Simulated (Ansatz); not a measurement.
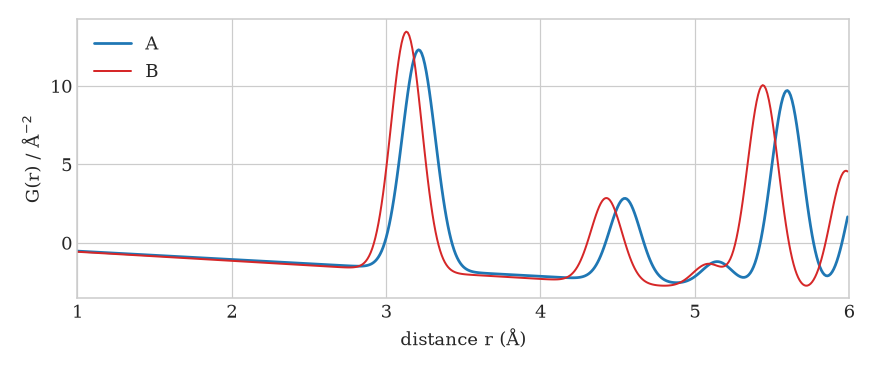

Each curve is a calculated X-ray PDF: distances of the static structure, each pair weighted by the product of the atomic numbers (X-ray weights at Q = 0), broadened by Gaussians with σ = 0.10 Å. There is no Q-range truncation. Both curves are of Zr in space group P6_3/mmc, for two cells of different size. A: the input geometry of an electronic-structure calculation (not necessarily at equilibrium); B: the input geometry of an electronic-structure calculation (not necessarily at equilibrium).

### Which cell is the larger, and by how much?

Cell A is larger: the volume of B is 7.2 % below that of A (23.49 and 21.78 Å³ per atom), a mean linear change of -2.5 %. The shortest distance is 3.184 Å in A and 3.126 Å in B.

### Give both cells.

Cell A: a = 3.245 Å, b = 3.245 Å, c = 5.149 Å, α = 90.00°, β = 90.00°, γ = 120.00°
Cell B: a = 3.144 Å, b = 3.144 Å, c = 5.089 Å, α = 90.00°, β = 90.00°, γ = 120.00°
